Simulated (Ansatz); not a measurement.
## Electronic structure of FH5OSi2 (SMILES O[SiH2][SiH2]F) in real space

```xyz
9

O    -0.3263    1.5748   -1.0878
Si    0.6900    0.6029   -0.1753
Si   -0.6718   -1.1780    0.5221
F     0.2614   -2.1765    1.4248
H     0.0439    2.3771   -1.4748
H     1.8519    0.0983   -0.9727
H     1.2523    1.3295    1.0064
H    -1.8071   -0.7147    1.3696
H    -1.2057   -1.9595   -0.6293
```

These are results of RKS B3LYP-D4/def2-SVP (Ansatz 0.2.0), not measurements.

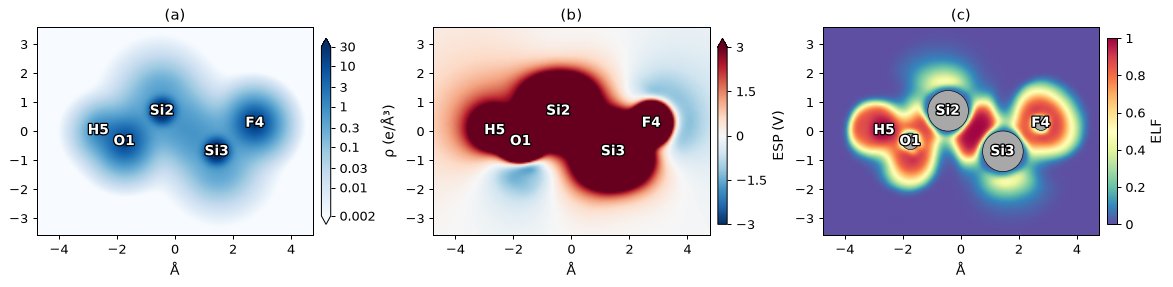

Figure 1. (a) electron density; (b) molecular electrostatic potential; (c) electron localisation function on the plane of atoms O1, Si2 and Si3. Grey discs cover the atomic cores in the ELF map.

### What do the fields say about this system?

- The section cuts through O, Si, F and H sites.
- Si–F (1.64 Å): the density is about 0.97 e/Å³ at the midpoint; the ELF peaks at about 0.85 in the valence shell of F, 0.6 Å from its nucleus, and is about 0.50 at the midpoint.
- Si–O (1.68 Å): ρ is about 1 e/Å³ halfway; the ELF peaks at about 0.85 between the atoms: a polar covalent bond.
- Si–Si (2.35 Å): ρ at the midpoint is about 0.68 e/Å³; the ELF peaks at about 1 between the atoms, as expected for a covalent bond.
- O–H (0.96 Å): ρ at the midpoint is about 3.6 e/Å³; the ELF climbs to about 1 towards the hydrogen, as it does in any bond to H: a covalent bond by its length.
- The ELF also peaks beside O1 and F4, away from the bonds: lone-pair regions.
- Outside the dense part of the molecule the potential is most negative (−1.5 V) near O1.

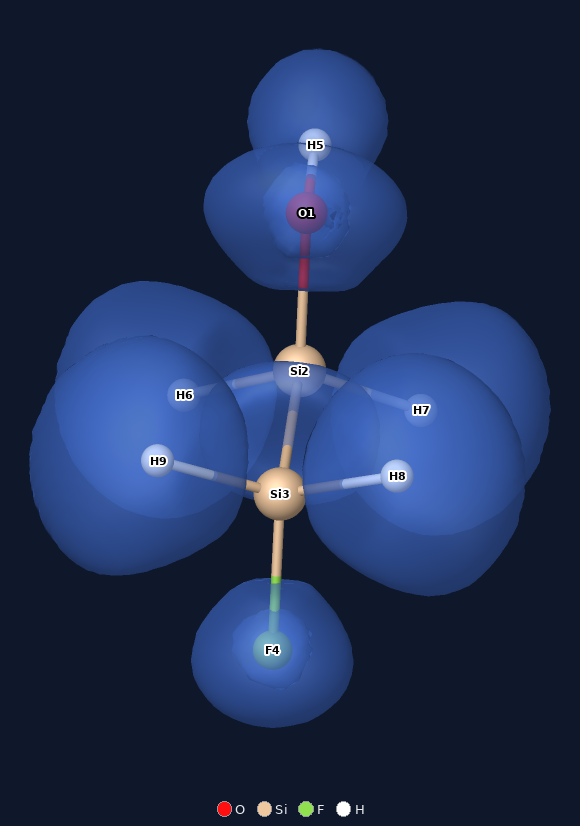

Figure 2. Isosurface of the ELF at 0.75 (blue), seen at an oblique angle. Only the valence region is drawn (cores and ρ < 0.01 e/Å³ removed).

### Identify the bonds, lone pairs and shells in this picture.

At this value the surface marks out one region between bonded Si–Si atoms (shared pairs), four regions around hydrogen nuclei, one region wrapped around F (its lone pairs, merged into a ring or cap) and one joined region spread over several atoms (H, O), in which their bonds and any lone pairs are merged.

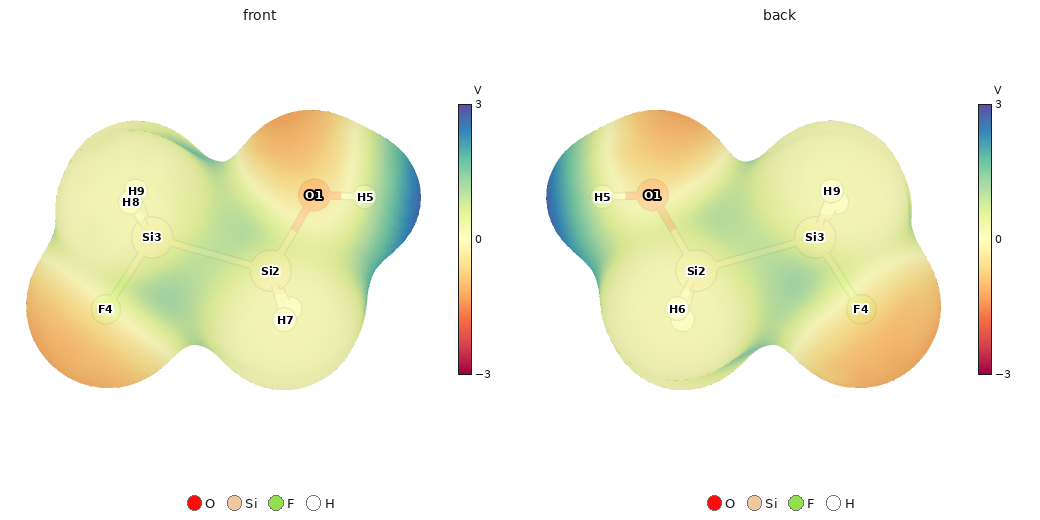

Figure 3. The molecular electrostatic potential painted on the density surface at 0.002 e/bohr³, seen from the front and from behind; red is negative and blue positive.

### Describe the electrostatic potential map.

The most negative region (about −1.2 V) lies over O1 and F4, the most positive (about +2.6 V) over H5.
